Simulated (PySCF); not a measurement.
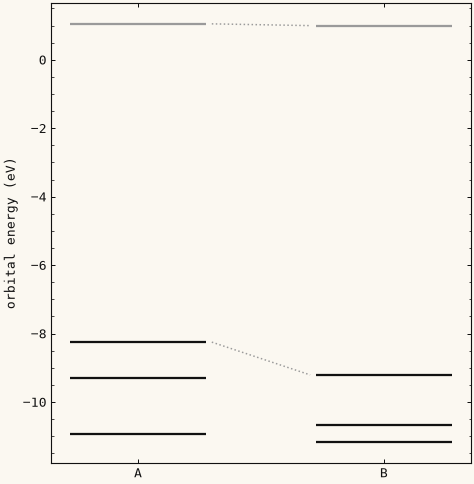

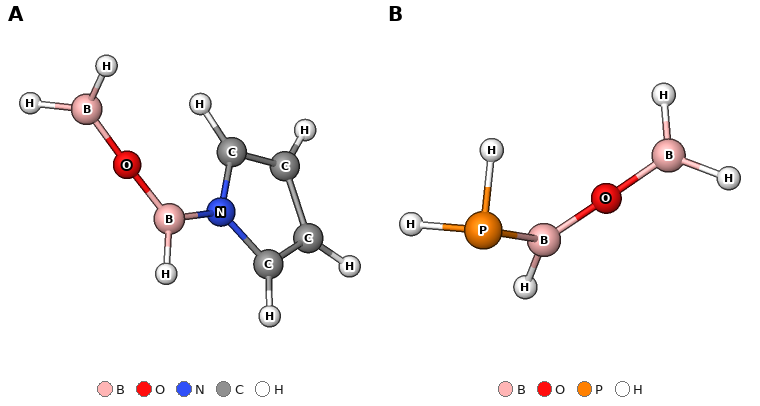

Related molecules: A is C₄H₇B₂NO, SMILES BOBn1cccc1; B is B₂PH₅O, SMILES BOBP. Frontier orbital energies, ωB97X-D/def2-SVPD with PySCF 2.14.0, at a GFN2-xTB geometry (no frequency check); drawn are at most three filled levels and, in grey, the LUMO with any level within 0.03 eV of it; dotted lines join the HOMOs and the LUMOs.

> What does the change do to the frontier levels?

From A to B the HOMO falls by 0.96 eV and the LUMO falls by 0.05 eV, so the separation goes from 9.30 to 10.20 eV.

Caveats, for all or some of the runs: empty levels above zero depend strongly on the basis; one conformer of a flexible molecule; the tight-binding geometry is rougher than a DFT one and adds to the error.
